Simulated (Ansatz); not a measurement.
## TiO2 (Rutile): a many-body input that goes wrong, and its mend

What is wrong with this input for TiO2 (Rutile)?

Method: G0W0 on r2SCAN, plane waves, PAW, in Ansatz 0.2.0.

**1. Starting point**

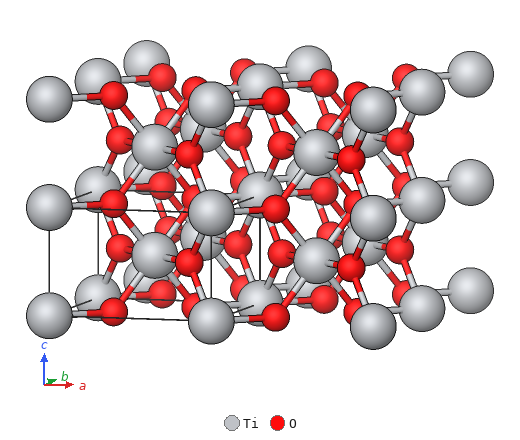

The cell as given, slightly off an axis (titanium light grey, oxygen red). 2×2×2 cells are drawn. Some periodic images of atoms are drawn too.

The cell and positions come from the Crystallography Open Database and are kept as given unless a step says otherwise. The default PAW set here is soft_2. Its files were made with PBE.

**2. First try**

The input, input.yaml:

```yaml
crystal:
  lattice:
    - [4.5922, 0.0, 0.0]
    - [0.0, 4.5922, 0.0]
    - [0.0, 0.0, 2.9574]
  atoms:
    - { symbol: Ti, position: [0.0, 0.0, 0.0] }
    - { symbol: Ti, position: [0.5, 0.5, 0.5] }
    - { symbol: O, position: [0.30496, 0.30496, 0.0] }
    - { symbol: O, position: [0.19504, 0.80496, 0.5] }
    - { symbol: O, position: [0.69504, 0.69504, 0.0] }
    - { symbol: O, position: [0.80496, 0.19504, 0.5] }
kpoints:
  mp_grid: { grid: [4, 4, 4] }
hamiltonian:
  xc: r2scan
scf:
  occupations: { method: fixed }
  max_iter: 60
gw:
  n_empty_bands: 65
  ecut_chi: 60
  qp_bands: [v2, c2]
  qp_kpoints: band_edges
  screening: { model: contour_deformation }
total_charge: 1
```

On the command line:

```console
ansatz run input.yaml --threads 2 --pin off --max-ram 92160MiB --backend cuda --events-out ev --progress --plain --runs-dir out --devices 1 --max-vram 13GiB  # rebuilt from the run's record
```

Numbers of over 12 decimals in the logs are rounded to 6 here.

What it wrote:

```text
Error: inconsistent input (scf.occupations.method, magnetization): a σ = 0 step fill (method: fixed, or a smearing width below the step floor) cannot realise an odd electron count (47) — the per-k integer fill puts the same N_el/2 bands in each spin channel; use a smearing method with a finite width, such as fermi_dirac
```

Run time: 0.19 s. Hardware: 2 threads of AMD EPYC 7R13 (Zen 3), shared host; peak memory 0.096 GiB.

**What went wrong?**

The input was rejected at the start.

The program's message: “Error: inconsistent input (scf.occupations.method, magnetization): a σ = 0 step fill (method: fixed, or a smearing width below the step floor) cannot realise an odd electron count (47) — the per-k int …”

The fault: a charged cell. Adding or removing electrons leaves a partly filled band.

**3. A better input**

Now the one-shot GW correction: screening in the RPA, then the self-energy of the levels asked for.

Changes to input.yaml since step 2:

```diff
@@ -18,6 +18,5 @@
   occupations: { method: fixed }
-  max_iter: 60
 gw:
-  n_empty_bands: 65
-  ecut_chi: 60
+  n_empty_bands: 229
+  ecut_chi: 138
   qp_bands: [v2, c2]
@@ -25,2 +24 @@
   screening: { model: contour_deformation }
-total_charge: 1
```

What it wrote:

```text
GPUs: using 1 of 1 available (devices: 1).
[...]
device memory: the entry about to start is reckoned to put 1.2 GiB on a device that reports 27.2 GiB free (of which the cap on the GPU budget leaves the run 13.0 GiB)
GPU FFT provider: cuFFT
GPU libraries: cuBLAS 13.8.2, cuFFT 12.4.0, cuSOLVER 12.3.4
Crystal: 6 atoms, lattice volume = 62.367 Å³
Basis set: ecut = 500 eV, 1559 PW (Γ), exchange–correlation on 144×144×96 points (64 copies of the dense FFT grid, shifted against one another)
Bands: 30, of which v1, the nominal top of the filled ones, is band 24 counted from 1 (23 counted from 0)
Symmetry: 16 space group operations
[...]
k-points: 18 of 64
[...]
GPU buffer pool allocated for 31104 grid points (all kernels)
GPU transforms: local potential and band sums: pruned to the plane-wave sphere, on 36×36×24
[...]
0    23      8.3509   -26.2581     4.3327   -22.0039  0.7293     8.4293     8.4295  root
     0    24      8.8226   -26.2061     4.5309   -21.7509  0.7186     8.8983     8.8984  root
     0    25     11.0483   -13.2293    -7.0132   -21.3315  0.7276    12.1626    12.1374  root
     0    26     11.3853   -13.2659    -6.7349   -21.0216  0.7286    12.4282    12.4061  root
     1    23      7.3187   -25.3341     4.0051   -21.3622  0.7239     7.3520     7.3520  root
     1    24      8.3372   -25.6064     4.6537   -20.9886  0.7144     8.3730     8.3731  root
     1    25     11.4020   -13.2831    -7.2123   -21.5197  0.7154    12.4506    12.4262  root
     1    26     11.7430   -13.8232    -7.1631   -22.1060  0.7204    12.8916    12.8627  root
[...]
17    23      8.1172   -26.2753     4.5379   -21.7532  0.7235     8.1331     8.1331  root
    17    24      8.1172   -26.2753     4.5379   -21.7532  0.7235     8.1331     8.1331  root
    17    25     11.7589   -13.6648    -6.9790   -21.6539  0.7099    12.7942    12.7691  root
    17    26     11.7589   -13.6648    -6.9790   -21.6539  0.7099    12.7942    12.7691  root
[key lines of the parts left out:]
SCF converged after 8 iterations
Free energy (F): -7292.565318 eV
Fermi energy:    8.822623 eV
```

The job ended after 23 s (1 × NVIDIA H100 80GB HBM3 (shared by 6 runs) with 2 threads; peak memory 1.4 GiB).

This step gave:

| Item | Value |
| --- | --- |
| bands summed | 253 |
| RPA ε∞ on this mesh (eigenvalues) | 6.334, 6.334, 7.815 |
| plane waves in the screening matrix | 217 |
| q-points in the mesh | 64 |
| G0W0 gap on the mesh | 3.191 eV |
| k of the valence top | 0, 0, 0 |
| k of the conduction bottom | 0, -0.5, -0.5 |
| starting gap on the mesh | 2.226 eV |
| Z at the valence top | 0.7186 |
| Z at the conduction bottom | 0.7264 |
| least direct G0W0 gap on the computed points | 3.239 eV |

The gap on the mesh goes from 2.23 eV to 3.19 eV, a correction of +0.97 eV, though a band edge has moved to another state.

**4. Outcome**

| Property | Result |
| --- | --- |
| first try | refused after 0.19 s |
| better run | G0W0 gap on the mesh 3.19 eV (4×4×4 mesh, 229 empty bands, screening to 138 eV) |

The second run differs in: empty bands, screening cutoff (eV), cell charge and iteration cap. Bands and cutoff are finite, so the gap is not at the basis limit. The miss can reach some tenths of an eV and take either sign; the mesh is an error of its own. The 4×4×4 mesh is coarse for this cell (its supercell is 12 Å along the shortest edge). The RPA ε∞ on it, from the r2SCAN start, is 6.33 and 7.82; such meshes misread the long-range screening, most where the gap is narrow.

[Paths, hosts, dates, memory and timing lines, banners, echoed tables and standing remarks are left out of the program output.]

[Logs are printed without paths, hosts, clocks, repeated set-up lines and the standing remarks that a program may print on its own settings, such as how far it seeks lower states.]

[Runs of the session that timed out or met a known fault of the program may be left out.]

[Cells called generated may have been cut or substituted from an entry of the Crystallography Open Database or the Materials Project.]

[Hosts, paths, dates, database ids (printed as entryN), source tags and the programs' standing remarks are cut or masked in the printed files.]
